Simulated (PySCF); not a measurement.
# Cs$_{2}$O···H$_{2}$O···H$_{2}$O: what the fields show

```yaml
atoms:
  - { symbol: Cs, position_ang: [0.0000, 0.0000, 2.5165] }
  - { symbol: Cs, position_ang: [0.0000, 0.0000, -2.5165] }
  - { symbol: O, position_ang: [0.0000, 0.0000, 0.0000] }
  - { symbol: O, position_ang: [0.0000, 0.0000, 5.8368] }
  - { symbol: H, position_ang: [0.7650, 0.0000, 6.4472] }
  - { symbol: H, position_ang: [-0.7650, 0.0000, 6.4472] }
  - { symbol: O, position_ang: [0.0000, 0.0000, -5.8368] }
  - { symbol: H, position_ang: [0.7650, 0.0000, -6.4472] }
  - { symbol: H, position_ang: [-0.7650, 0.0000, -6.4472] }
```

Core potentials replace the inner electrons of Cs.

Computed with RKS BP86, Cs def2-SVP with ECP46, O def2-SVP, H def2-SVP; non-relativistic Hamiltonian with scalar-relativistic core potentials where named; density fitting (PySCF 2.14.0).

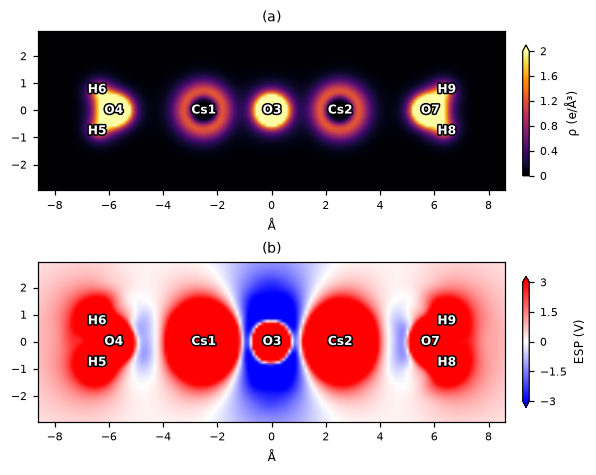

Figure 1. (a) electron density; (b) electrostatic potential on the molecular plane.

**What do the fields say about this system?**

- The plane passes through Cs, O and H nuclei.
- Cs1···O4 (3.32 Å): the density falls to about 0.07 e/Å³ on the way.
- Cs–O (2.52 Å): ρ at the midpoint is about 0.35 e/Å³, with its minimum of 0.3 e/Å³ about 1.4 Å from Cs.
- O–H (0.98 Å): ρ is about 3.5 e/Å³ halfway.
- Outside the dense part of the complex the potential is most negative (−6.4 V) near O3.

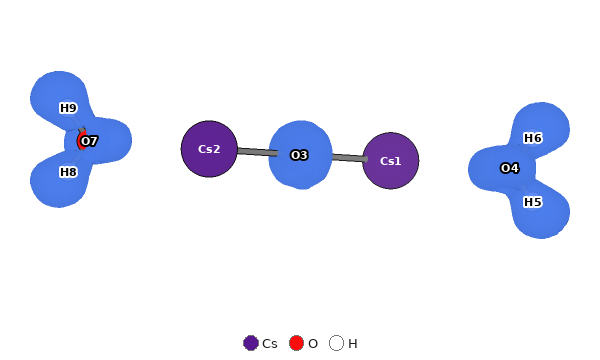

Figure 2. Isosurface of the electron localisation function at 0.8 (blue), seen at an oblique angle. Only the valence region is drawn (cores and ρ < 0.01 e/Å³ removed).

**Describe the localisation domains.**

The surface consists of one region wrapped around O (its valence shell) and two joined regions spread over several atoms (H, O), in which their bonds and any lone pairs are merged. Along the contacts the grid gives the following. Cs1···O4 (3.32 Å): the ELF dips to about 0.05 between them. Cs–O (2.52 Å): the ELF is about 0.20 at the midpoint (a largely ionic contact).

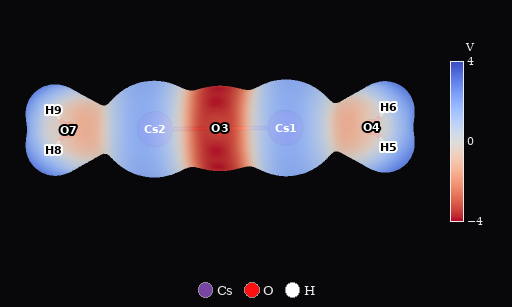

Figure 3. The electrostatic potential painted on the density surface at 0.004 e/bohr³, seen at a tilt; red is negative and blue positive.

**Describe the electrostatic potential map.**

The most negative region (about −3.9 V, or −90 kcal/mol for a unit charge) lies over O3, the most positive (about +2.9 V, or +67 kcal/mol for a unit charge) over H5, H6, H8 and H9. O3 is the likeliest acceptor of a hydrogen bond.

**How polar is the complex by this calculation?**

Its dipole moment is zero.
